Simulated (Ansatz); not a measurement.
**One shape, several levels: CH6Al− (SMILES [CH3][AlH3-])**

We compute a comparison of 5 runs (HF/STO-3G, HF/cc-pVDZ, HF/def2-SVP, B3LYP/6-31G*, PBE0/def2-TZVP) of CH6Al−. 

The calculation is run with Ansatz 0.2.0.

10 further runs of the same task are left out: 2 for a known fault of the program, 4 that didn't finish, 4 set aside as unsound or not needed. Runs told in other sessions of the task aren't counted.

### 1 The system as given

CH6Al−: 8 atoms, total charge -1, spin state singlet. As SMILES, `[CH3][AlH3-]`. Geometry: a GFN2-xTB relaxation, a rough one for these elements and not checked as a minimum.

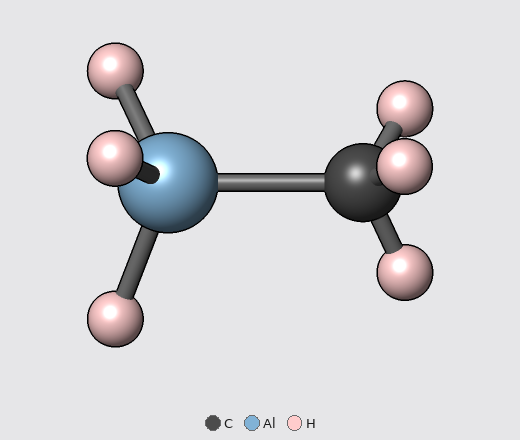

The structure, seen from a chosen angle (carbon dark grey, aluminium light blue, hydrogen pink).

### 2 Energy and forces at HF/STO-3G (run 1)

Input file input.yaml:

```yaml
crystal:
  periodic: [false, false, false]
  atoms:
    - {symbol: C, position_ang: [-0.185370, 0.110880, -1.047660]}
    - {symbol: Al, position_ang: [0.169610, -0.101930, 0.963040]}
    - {symbol: H, position_ang: [-0.521810, -0.816370, -1.536220]}
    - {symbol: H, position_ang: [0.700640, 0.430360, -1.617480]}
    - {symbol: H, position_ang: [-0.960790, 0.856480, -1.281010]}
    - {symbol: H, position_ang: [-0.795660, 0.899680, 1.806550]}
    - {symbol: H, position_ang: [1.722010, 0.255820, 1.292680]}
    - {symbol: H, position_ang: [-0.128620, -1.634930, 1.420110]}
basis:
  gaussian:
    orbitals: STO-3G
total_charge: -1
hamiltonian:
  xc: hf
accuracy: high
output: {forces: true, orbitals: {seedname: orbitals}}
```

On the command line:

```
ansatz run input.yaml --threads 1 --pin off --max-ram 2610MiB --events-out events.jsonl --progress --plain --runs-dir runs
```

Output:

```text
Warning: RAYON_NUM_THREADS=1 ignored (pool sized by the plan → 1); use --threads N
Functional definition: HF
  name "HF"
  exchange = exact_x
  correlation = 0
362 factors; integrals over basis functions are off by at most 8.7e-9 eV
mean field evaluation 1: about -7611.1714 eV, gradient 1.7e1 eV
mean field evaluation 2: about -7611.2168 eV, gradient 1.7e1 eV
mean field evaluation 4: about -7612.5563 eV, gradient 1.1e0 eV
mean field evaluation 8: about -7612.5613 eV, gradient 2.9e-6 eV
mean field -7612.56125480 eV, -279.7564661344 hartree, gradient 9.1e-8 eV, S^2 0.000000; 0 other end points of the search recorded, 0 dependent functions left out
the calculation of the forces begins
reference -7612.56125480 eV, -279.7564661344 hartree; 13, 13 occupied and 7, 7 virtual orbitals, 362 factors
Total energy: -7612.56125480 eV, -279.7564661344 hartree
Atom 0 at    -0.185370     0.110880    -1.047660 Å, force     0.171571    -0.092357     0.919241 eV/Å
Atom 1 at     0.169610    -0.101930     0.963040 Å, force     0.163305    -0.108342     0.921103 eV/Å
Atom 2 at    -0.521810    -0.816370    -1.536220 Å, force     0.165003     0.428818     0.284320 eV/Å
Atom 3 at     0.700640     0.430360    -1.617480 Å, force    -0.407959    -0.155950     0.318201 eV/Å
Atom 4 at    -0.960790     0.856480    -1.281010 Å, force     0.370391    -0.356351     0.162550 eV/Å
Atom 5 at    -0.795660     0.899680     1.806550 Å, force     1.316800    -1.375189    -1.284342 eV/Å
Atom 6 at     1.722010     0.255820     1.292680 Å, force    -2.171570    -0.481992    -0.571462 eV/Å
Atom 7 at    -0.128620    -1.634930     1.420110 Å, force     0.392459     2.141364    -0.749611 eV/Å
Dipole moment:    -0.092338     0.055907    -0.521541 e Å
```

Wall time 0.26 s (1 thread of Arm Neoverse V2, shared host).

### 3 Energy and forces at HF/cc-pVDZ (run 2)

Input file in.yaml:

```yaml
crystal:
  periodic: [false, false, false]
  atoms:
    - {symbol: C, position_ang: [-0.185370, 0.110880, -1.047660]}
    - {symbol: Al, position_ang: [0.169610, -0.101930, 0.963040]}
    - {symbol: H, position_ang: [-0.521810, -0.816370, -1.536220]}
    - {symbol: H, position_ang: [0.700640, 0.430360, -1.617480]}
    - {symbol: H, position_ang: [-0.960790, 0.856480, -1.281010]}
    - {symbol: H, position_ang: [-0.795660, 0.899680, 1.806550]}
    - {symbol: H, position_ang: [1.722010, 0.255820, 1.292680]}
    - {symbol: H, position_ang: [-0.128620, -1.634930, 1.420110]}
basis:
  gaussian:
    orbitals: cc-pVDZ
output:
  forces: true
  orbitals: {seedname: orbitals}
total_charge: -1
accuracy: high
hamiltonian:
  xc: hf
```

On the command line:

```
ansatz run in.yaml --threads 1 --pin off --max-ram 2610MiB --events-out events.jsonl --progress --plain --runs-dir runs
```

Output (excerpt; [...] marks lines left out):

```text
Warning: RAYON_NUM_THREADS=1 ignored (pool sized by the plan → 1); use --threads N
Functional definition: HF
  name "HF"
[...]
1463 factors; integrals over basis functions are off by at most 3.7e-9 eV
[...]
mean field -7708.19834743 eV, -283.2710644635 hartree, gradient 4.7e-8 eV, S^2 0.000000; 0 other end points of the search recorded, 0 dependent functions left out
[...]
reference -7708.19834743 eV, -283.2710644635 hartree; 13, 13 occupied and 49, 49 virtual orbitals, 1463 factors
Total energy: -7708.19834743 eV, -283.2710644635 hartree
Atom 0 at    -0.185370     0.110880    -1.047660 Å, force    -0.075261     0.051002    -0.455829 eV/Å
Atom 1 at     0.169610    -0.101930     0.963040 Å, force    -0.032521     0.011850    -0.177882 eV/Å
Atom 2 at    -0.521810    -0.816370    -1.536220 Å, force    -0.005779    -0.092599     0.096328 eV/Å
Atom 3 at     0.700640     0.430360    -1.617480 Å, force     0.097507     0.012178     0.086691 eV/Å
Atom 4 at    -0.960790     0.856480    -1.281010 Å, force    -0.043129     0.047746     0.116180 eV/Å
Atom 5 at    -0.795660     0.899680     1.806550 Å, force    -0.213732     0.221359     0.177532 eV/Å
Atom 6 at     1.722010     0.255820     1.292680 Å, force     0.339850     0.080532     0.065035 eV/Å
Atom 7 at    -0.128620    -1.634930     1.420110 Å, force    -0.066935    -0.332068     0.091947 eV/Å
Dipole moment:    -0.118988     0.071992    -0.673399 e Å
```

It took 1.8 s on 1 thread of Arm Neoverse V2, shared host.

Runs 3 to 4 aren't shown in full; the table further down has their settings and results.

### 4 Energy and gradient at PBE0/def2-TZVP (run 5)

Input file input.yaml:

```yaml
crystal:
  periodic: [false, false, false]
  atoms:
    - symbol: C
      position_ang: [-0.185370, 0.110880, -1.047660]
    - symbol: Al
      position_ang: [0.169610, -0.101930, 0.963040]
    - symbol: H
      position_ang: [-0.521810, -0.816370, -1.536220]
    - symbol: H
      position_ang: [0.700640, 0.430360, -1.617480]
    - symbol: H
      position_ang: [-0.960790, 0.856480, -1.281010]
    - symbol: H
      position_ang: [-0.795660, 0.899680, 1.806550]
    - symbol: H
      position_ang: [1.722010, 0.255820, 1.292680]
    - symbol: H
      position_ang: [-0.128620, -1.634930, 1.420110]
basis:
  gaussian:
    orbitals: def2-TZVP
total_charge: -1
hamiltonian:
  xc: {name: PBE0}
accuracy: high
output: {forces: true, orbitals: {seedname: orbitals}}
```

On the command line:

```
ansatz run input.yaml --threads 1 --pin off --max-ram 2610MiB --events-out events.jsonl --progress --plain --runs-dir runs
```

Output (excerpt; [...] marks lines left out):

```text
Warning: RAYON_NUM_THREADS=1 ignored (pool sized by the plan → 1); use --threads N
Functional definition: PBE0
  name "PBE0"
[...]
1977 factors; integrals over basis functions are off by at most 3.7e-9 eV
[...]
mean field -7728.37388714 eV, -284.0125018724 hartree, gradient 1.3e-8 eV, S^2 0.000000; 0 other end points of the search recorded, 0 dependent functions left out
[...]
reference -7728.37389006 eV, -284.0125019797 hartree; 13, 13 occupied and 91, 91 virtual orbitals, 1977 factors
Total energy: -7728.37389006 eV, -284.0125019797 hartree
Atom 0 at    -0.185370     0.110880    -1.047660 Å, force    -0.041153     0.029764    -0.259086 eV/Å
Atom 1 at     0.169610    -0.101930     0.963040 Å, force    -0.072975     0.036686    -0.407525 eV/Å
Atom 2 at    -0.521810    -0.816370    -1.536220 Å, force     0.022836    -0.021612     0.146603 eV/Å
Atom 3 at     0.700640     0.430360    -1.617480 Å, force     0.030855    -0.013966     0.143665 eV/Å
Atom 4 at    -0.960790     0.856480    -1.281010 Å, force     0.019713    -0.011555     0.146783 eV/Å
Atom 5 at    -0.795660     0.899680     1.806550 Å, force    -0.150661     0.155910     0.123027 eV/Å
Atom 6 at     1.722010     0.255820     1.292680 Å, force     0.238663     0.056960     0.043958 eV/Å
Atom 7 at    -0.128620    -1.634930     1.420110 Å, force    -0.047277    -0.232187     0.062575 eV/Å
Dipole moment:    -0.116842     0.070654    -0.661376 e Å
```

It took 8.7 s on 1 thread of Arm Neoverse V2, shared host; peak memory 0.28 GiB.

### 5 All runs side by side

| run | level | energy (Eh) | HOMO energy (eV) | LUMO energy (eV) | HOMO–LUMO gap (eV) | wall time |
| --- | --- | --- | --- | --- | --- | --- |
| 1 | HF/STO-3G | -279.756466 | -1.65 | 21.26 | 22.91 | 0.26 s |
| 2 | HF/cc-pVDZ | -283.271064 | -5.12 | 8.58 | 13.70 | 1.8 s |
| 3 | HF/def2-SVP | -283.169938 | -5.17 | 8.73 | 13.90 | 1.4 s |
| 4 | B3LYP/6-31G* (spherical functions) | -284.167336 | -1.66 | 5.88 | 7.55 | 3.3 s |
| 5 | PBE0/def2-TZVP | -284.012502 | -2.17 | 5.18 | 7.35 | 8.7 s |

### 6 Summary of results

| quantity | value |
| --- | --- |
| run 5: total energy | -284.01250 Eh |
| run 5: HOMO energy | -2.17 eV |
| run 5: LUMO energy | 5.18 eV |
| run 5: HOMO–LUMO gap (to an unbound level, set by the basis) | 7.35 eV |
| run 5: largest force on an atom | 0.416 eV/Å |

**Reading.** The HOMO–LUMO gap runs from 7.35 eV (PBE0/def2-TZVP) to 22.91 eV (HF/STO-3G). The two ends differ in method and basis. The empty levels of an anion lie above zero and hang on the basis. Totals of different functionals can't be ranked against each other. In run 1 the basis is minimal, so the values are rough. All runs together took 16 s, the longest 8.7 s.
